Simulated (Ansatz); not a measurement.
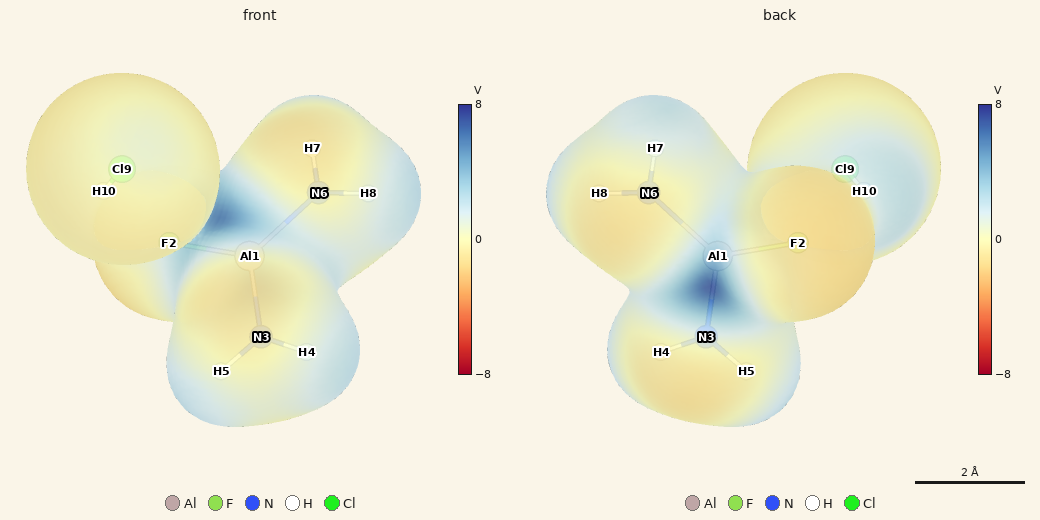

The picture shows: AlFH4N2···HCl. The molecular electrostatic potential painted on the density surface at 0.004 e/bohr³, seen from the front and from behind; red is negative and blue positive.

Not at a stationary point (largest force 1.5 eV/Å).

Computed with Ansatz 0.2.0, RHF/6-31G*.

Input file:

```
crystal:
  periodic: [false, false, false]
  atoms:
    - { symbol: Al, position_ang: [0.0, 0.0, 0.0] }
    - { symbol: F, position_ang: [0.0, 0.0, 2.04] }
    - { symbol: "N", position_ang: [1.6627, 0.0, -0.96] }
    - { symbol: H, position_ang: [2.1293, -0.9179, -1.2118] }
    - { symbol: H, position_ang: [2.1141, 0.9179, -1.2382] }
    - { symbol: "N", position_ang: [-1.6627, 0.0, -0.96] }
    - { symbol: H, position_ang: [-2.3316, -0.8164, -0.8614] }
    - { symbol: H, position_ang: [-1.9118, 0.8164, -1.5886] }
    - { symbol: Cl, position_ang: [0.1134, 2.3983, 0.7978] }
    - { symbol: H, position_ang: [0.0568, 1.202, 1.9224] }
basis:
  gaussian: { orbitals: "6-31G*" }
hamiltonian:
  xc: hf
relax:
  f_tol: 0.15
  max_steps: 25
  restrain:
    - { distance: [0, 8], at: 3.43, k: 30.0 }
    - { distance: [9, 1], at: 2.12, k: 30.0 }
    - { distance: [0, 1], at: 1.69, k: 30.0 }
    - { distance: [9, 8], at: 1.37, k: 30.0 }
output:
  orbitals: {}
```

Run with:

```sh
ansatz run input.yaml --threads 1 --pin off --max-ram 2048MiB --backend cpu --events-out ev --progress --plain --runs-dir out
```

The fields are those of the run's last geometry, not of the input's.

> Where is the surface potential most negative and most positive?

The most negative region (about −1.5 V) lies over F2, the most positive (about +5.8 V) over Al1. Cl9 shows a σ-hole: about +0.6 V at the tip opposite its bond, against about −0.4 V on its flanks.
